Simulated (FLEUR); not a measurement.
## Energy mapping worked by hand: NiS

Can a spin model with one coupling foretell the energy of a further order of NiS?

Main program and level: FLEUR MaX-R8.1; PBEsol with U = 6.9 eV, J = 0.9 eV on Ni d; all-electron FLAPW, Dirac cores, scalar-relativistic bands.

The database entry behind the starting cell differs from later determinations by our own check (about 0.4 % short), so it need not match the best structure at ambient conditions.

## Step 1: Set-up

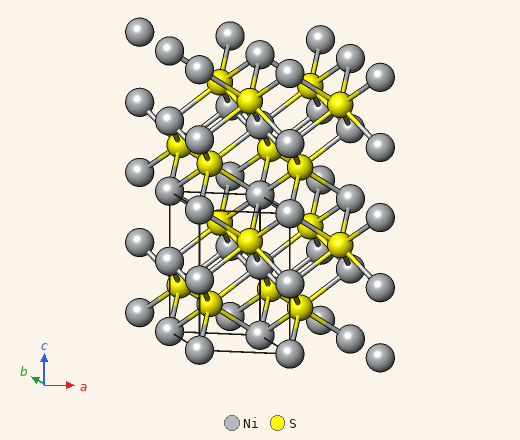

The starting structure, seen slightly off an axis (nickel light grey, sulfur yellow). 2×2×2 cells are drawn. Bonds to atoms that aren't drawn are left out. Some periodic images of atoms are drawn too.

Structure file:

```xyz
4
Lattice="3.4250 0.0000 0.0000 -1.7125 2.9661 0.0000 0.0000 0.0000 5.3400" Properties=species:S:1:pos:R:3 pbc="T T T"
Ni    0.0000    0.0000    0.0000
Ni    0.0000    0.0000    2.6700
S     0.0000    1.9774    1.3350
S     1.7125    0.9887    4.0050
```

## Step 2: The parallel order

All energies count from this run. A Hubbard U acts on the open shell, since semilocal functionals spread its electrons too much.

inpgen writes inp.xml from crystal.txt; cutoffs, mixing, functional, smearing and local orbitals are then set in the file. The k list default-1 (kpts.xml, not shown) is a Γ-centred 8×8×4 mesh; where the ranks do not divide the number of points, some are split in two of half the weight.

File inp.xml:

```
<?xml version="1.0" encoding="UTF-8" standalone="no"?>
<fleurInput fleurInputVersion="0.39">
   <comment>
      NiS
   </comment>
   <calculationSetup>
      <cutoffs Kmax="4.31" Gmax="12.9" GmaxXC="12.9" numbands="0"/>
      <scfLoop itmax="130" minDistance="0.0001" maxIterBroyd="15" imix="Anderson" alpha="0.05" precondParam="0.0" spinf="2.0" sdNocoIR="T"/>
      <coreElectrons ctail="T" frcor="F" kcrel="0" coretail_lmax="0"/>
      <xcFunctional name="PBEs" relativisticCorrections="F"/>
      <magnetism jspins="2"/>
      <soc l_soc="F" theta="0.0" phi="0.0" spav="F"/>
      <expertModes spex="0" secvar="F"/>
      <geometryOptimization l_f="F" forcealpha="1.0" forcemix="BFGS" epsdisp="0.00001" epsforce="0.00001"/>
      <ldaU l_linMix="F" mixParam="0.05" spinf="1.0"/>
   </calculationSetup>
   <cell>
      <bzIntegration valenceElectrons="48.0" mode="hist" fermiSmearingEnergy="0.00110248">
         <kPointListSelection listName="default-1"/>
         <xi:include xmlns:xi="http://www.w3.org/2001/XInclude" href="kpts.xml"> </xi:include>
      </bzIntegration>
      <xi:include xmlns:xi="http://www.w3.org/2001/XInclude" href="sym.xml"> </xi:include>
      <bulkLattice scale="1.0">
         <bravaisMatrix>
            <row-1>    6.4723119767927937    -0.0000000000188973     0.0000000000000000</row-1>
            <row-2>   -3.2361559883963968     5.6051865931226841     0.0000000000000000</row-2>
            <row-3>    0.0000000000000000     0.0000000000000000    10.0911375053639993</row-3>
         </bravaisMatrix>
      </bulkLattice>
   </cell>
   <atomSpecies>
      <species name="Nickel (Ni2.000" element="Ni" atomicNumber="28">
         <mtSphere radius="2.46" gridPoints="813" logIncrement="0.015"/>
         <atomicCutoffs lmax="10" lnonsphr="8"/>
         <electronConfig flipSpins="F">
            <coreConfig>(1s1/2) (2s1/2) (2p1/2) (2p3/2)</coreConfig>
            <valenceConfig>(3s1/2) (3p1/2) (3p3/2) (4s1/2) (3d3/2) (3d5/2)</valenceConfig>
            <stateOccupation state="(3d3/2)" spinUp="2.0" spinDown="1.2"/>
            <stateOccupation state="(3d5/2)" spinUp="3.0" spinDown="1.8"/>
         </electronConfig>
         <energyParameters s="4" p="4" d="3" f="4"/>
         <ldaU l="2" U="6.9" J="0.9" l_amf="F"/>
         <lo type="SCLO" l="0" n="3" eDeriv="0"/>
         <lo type="SCLO" l="1" n="3" eDeriv="0"/>
      </species>
      <species name="Sulfur (S)" element="S" atomicNumber="16">
         <mtSphere radius="1.74" gridPoints="575" logIncrement="0.02"/>
         <atomicCutoffs lmax="6" lnonsphr="4"/>
         <electronConfig flipSpins="F">
            <coreConfig>(1s1/2) (2s1/2) (2p1/2) (2p3/2)</coreConfig>
            <valenceConfig>(3s1/2) (3p1/2) (3p3/2)</valenceConfig>
            <stateOccupation state="(3p1/2)" spinUp="0.666667" spinDown="0.666667"/>
            <stateOccupation state="(3p3/2)" spinUp="1.333333" spinDown="1.333333"/>
         </electronConfig>
         <energyParameters s="3" p="3" d="3" f="4"/>
      </species>
   </atomSpecies>
   <atomGroups>
      <atomGroup species="Nickel (Ni2.000">
         <relPos label="                   1">.0000000000 .0000000000 .0000000000</relPos>
         <relPos label="                   2">.0000000000 .0000000000 1.000/2.000</relPos>
         <force calculate="T" relaxXYZ="TTT"/>
      </atomGroup>
      <atomGroup species="Sulfur (S)">
         <relPos label="                   3">1.000/3.000 -1.000/3.000 1.000/4.000</relPos>
         <relPos label="                   4">-1.000/3.000 1.000/3.000 -1.000/4.000</relPos>
         <force calculate="T" relaxXYZ="TTT"/>
      </atomGroup>
   </atomGroups>
   <output dos="F" band="F" slice="F">
      <bandDOS minEnergy="-.5*Htr" maxEnergy="0.5*Htr" sigma="0.015" storeEVData="T"/>
      <plotting iplot="0" polar="F">
         <plot TwoD="T" vec1="  1.0  0.0  0.0" vec2="  0.0  1.0  0.0" vec3="  0.0  0.0  1.0" zero="  0.0  0.0  0.0" file="plot"/>
      </plotting>
      <moessbauerParams electricFieldGradient="F" isomerShift="F" coreHyperfine="F" valenceHyperfine="F"/>
   </output>
</fleurInput>
```

File crystal.txt:

```
NiS
&input film=F cartesian=F /
3.42500000002  -0.00000000001  0.00000000000
-1.71250000001  2.96613700798  0.00000000000
0.00000000000  0.00000000000  5.34000000000
1.8897261246
1.0 1.0 1.0

4
28 0.00000000000  0.00000000000  0.00000000000 : 2.000
28 0.00000000000  0.00000000000  0.50000000000 : 2.000
16 0.33333333333  0.66666666667  0.25000000000
16 0.66666666667  0.33333333333  0.75000000000

&kpt div1=8 div2=8 div3=4 gamma=T /
```

The run is started by

```bash
> OMP_NUM_THREADS=1 inpgen -f crystal.txt > inpgen.log  # inp.xml is then edited as shown
> OMP_NUM_THREADS=1 mpirun -n 4 fleur_MPI > fleur.log
```

The program printed:

```text
Welcome to FLEUR        (www.flapw.de)
      MaX-Release 8.1          (www.max-centre.eu)

 ========== k-point set info ==========
 Selected k-point list: default-1
 k-point list type: mesh
 0 x 0 x 0
 Number of k points: 32

 [... set-up left out ...]
 no density matrix found ... skipping LDA+U
 Reset of history
 Iteration:     1   Distance:      37.14048482 me/bohr^3
 Iteration:     2   Distance:      36.74915200 me/bohr^3
 Iteration:     3   Distance:      32.47368311 me/bohr^3
 Iteration:     4   Distance:      24.02424798 me/bohr^3
[...]
[... left out ...]
            <freeEnergy value="-3836.1029303996"/>
            <extrapolationTo0K value="-3836.1029291706"/>
         </totalEnergy>
         [... left out ...]
         <ldaUDensityMatrixConvergence>
            <distance spin="1" distance="0.000000"/>
            <distance spin="2" distance="0.000002"/>
         </ldaUDensityMatrixConvergence>
         <densityConvergence units="me/bohr^3">
            <chargeDensity spin="1" distance="0.0000108226"/>
            <chargeDensity spin="2" distance="0.0000489013"/>
            <overallChargeDensity distance="0.0000579292"/>
            <spinDensity distance="0.0000407572"/>
         </densityConvergence>
      </iteration>
```

The job ended after 46 s (4 MPI ranks of Intel Xeon Platinum 8488C (Sapphire Rapids), shared host; peak memory 0.3 GiB; 3.1 min of CPU time).

Spin moment in the muffin-tin sphere by atom:

| atom | spin moment in the muffin-tin sphere (μB) |
| --- | --- |
| Ni1 | 1.63 |
| Ni2 | 1.63 |
| S3 | 0.21 |
| S4 | 0.21 |

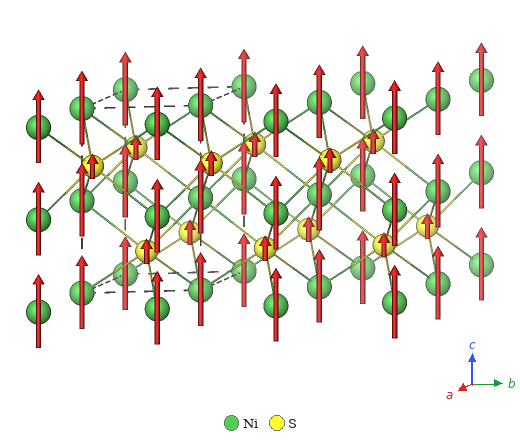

Spin moment in the muffin-tin sphere as arrows, the longest 1.63 μB. Up and down stand for the sign. Arrows give size and sign along the axis of quantisation, drawn up and down the page. Each arrow also spans its atom, so small moments look longer than they are. Bonds to atoms that aren't drawn are left out. 2×3×1 cells are drawn. Some periodic images of atoms are drawn too.

This step gave:

```
free energy                                                       : -104385.6785 eV
program's band gap on this mesh (in a metal only a level spacing) : 0.3003 eV
magnetization                                                     : 4.000 μB
final state                                                       : ferromagnetic
```

After 28 cycles the largest moment stands at 1.63 μB.

## Step 3: The orders used for the fit

The other orders were run with the same settings, on meshes that hold the same points. Free energies are divided by the number of Ni atoms; q is in fractions of the reciprocal vectors of the first run's cell.

| order | atoms | mesh | free energy (eV) | eV per Ni | largest moment (μB) |
| --- | --- | --- | --- | --- | --- |
| F ++ | 4 | 8×8×4 | -104385.6785 | -52192.8393 | 1.63 |
| AF q=(0,1/2,0) +--+ | 8 | 8×4×4 | -208771.8298 | -52192.9574 | 1.51 |

## Step 4: Counting neighbours

With E = −Σ J e_i·e_j over ordered pairs of unit vectors, turning a neighbour from parallel to opposed costs 2J a Ni atom. So an order lies 2 Σ n J over the parallel one, n being the opposed neighbours in each shell.

| shell | distance (Å) | neighbours | opposed in AF q=(0,1/2,0) +--+ | opposed in AF q=(0,0,1/2) +-+- |
| --- | --- | --- | --- | --- |
| J1 | 2.67 | 2 | 2 | 1 |
| J2 | 3.42 | 6 | 4 | 0 |

Only J1 is kept.

## Step 5: Solving

```
2 × 2 × J1 = -118.2 meV    (AF q=(0,1/2,0) +--+)
J1 = -29.55 meV
```

## Step 6: The test

The couplings now give the orders that were left out:

```
2 × 1 × (-29.55) = -59.1 meV    (AF q=(0,0,1/2) +-+-)
```

The runs themselves:

| order | atoms | mesh | free energy (eV) | eV per Ni | largest moment (μB) | over the parallel order (meV) | foretold (meV) |
| --- | --- | --- | --- | --- | --- | --- | --- |
| AF q=(0,0,1/2) +-+- | 8 | 8×8×2 | -208771.8732 | -52192.9683 | 1.49 | -129.0 | -59.1 |

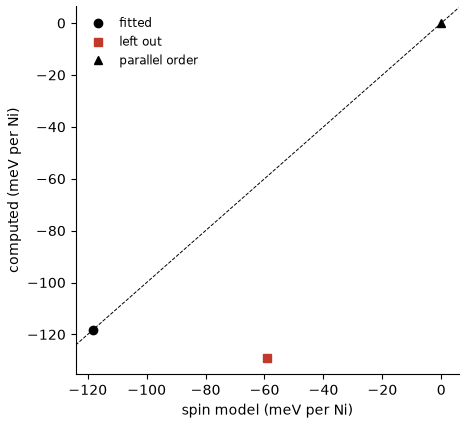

Computed energies of the orders against the model; the dashed line marks agreement.

## Step 7: One more shell

One try is to add the next shell, though changing moments can also cause the miss. Both differences then fix both couplings, and no order is left for a test.

```
2 × 2 × J1 + 2 × 4 × J2 = -118.2 meV    (AF q=(0,1/2,0) +--+)
2 × 1 × J1 = -129.0 meV    (AF q=(0,0,1/2) +-+-)
J1 = -64.50 meV
J2 = +17.48 meV
```

## Step 8: Summary of results

* effective coupling of the reversed pairs, counted on J1 (Ni–Ni at 2.67 Å): -29.6 meV
* largest miss on the orders left out: 70 meV
* J1 with two shells: -64.5 meV
* J2 with two shells: 17.5 meV

In words: The model misses the order left out by 70 meV, 54 % of the largest distance from the parallel order, so it fails: these couplings alone don't describe the crystal. With the next shell added the couplings are J1 = -64.50 and J2 = +17.48 meV, untested. The largest moments of the orders differ by 8.7 % of the greatest. One difference fixes one number: it sums all reversed shells and need not be the coupling of the nearest one, even in sign.

[Logs and program files are shortened in this print: banners, set-up blocks, solver, clock and traceback lines can be left out without a mark of their own.]

[Logs are printed without paths, hosts, clocks, repeated set-up lines and the standing remarks that a program may print on its own settings, such as how far it seeks lower states.]

[Hosts, paths, dates, database ids (printed as entryN), source tags and the programs' standing remarks are cut or masked in the printed files.]

[Where a cell is said to come from a database of computed structures, the database is the Materials Project.]
